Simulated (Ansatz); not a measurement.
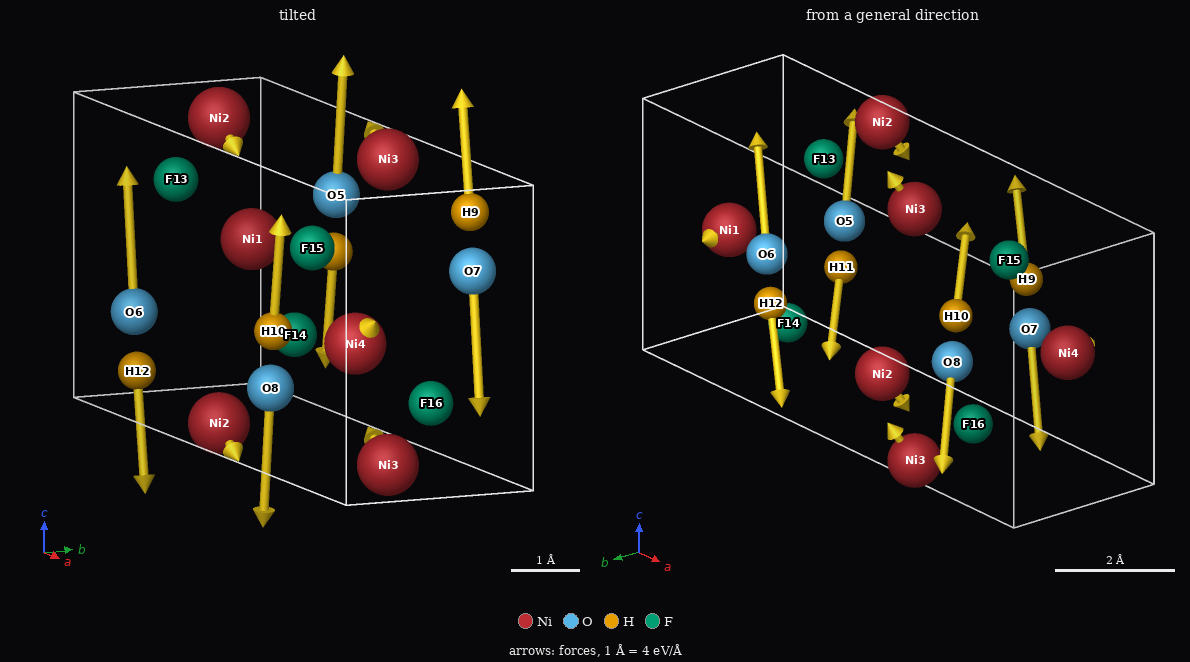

We look at a spheres-only model of the crystal slightly off an axis and from a general direction. The parallelepiped is the simulation cell. The arrows are the computed forces on the atoms.

System: NiHOF. All computed values are from DFT, PAW plane waves, LDA (Ansatz). Settings: 420 eV cutoff, a 2×6×4 mesh of k-points, cold smearing of 0.034 eV, collinear spins.

Q: Is the structure at rest?

A: No. The atoms still feel forces of up to about 7.4 eV/Å, far above a usual threshold of 0.01 to 0.03 eV/Å.

Note that this is a generated cell, made by putting these elements into a known structure type (the compound may or may not exist in this form), and that it hasn't been relaxed. Ansatz was used for an electronic-structure calculation on it.
